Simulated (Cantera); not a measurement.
Input: 1 mol Fe2O3, 2.4 mol C, 11 mol H2, held at 2498.15 K.

These are equilibrium values from Cantera (NASA tables, ideal gas, pure condensed phases), not measurements of a reactor. Candidate condensed phases: C, C6H6, C7H8, C8H18, Fe, Fe(CO)5, FeO, Fe(OH)2, Fe(OH)3, Fe2O3, Fe3O4, H2O; 114 gas species. Kinetics and transport are ignored.

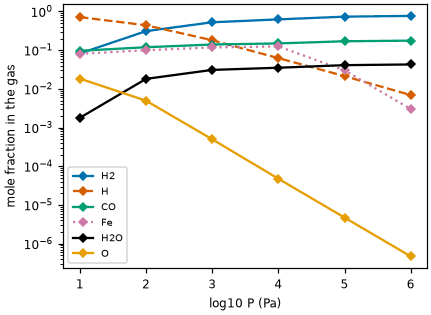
*Equilibrium gas composition (values under 1e-9 drawn at 1e-9)*

### Question
Read off the mole fractions at 1.00 mbar.

### Answer
H about 0.44, H2 about 0.31, CO about 0.12, Fe about 0.10, H2O about 0.018, O about 0.0049.
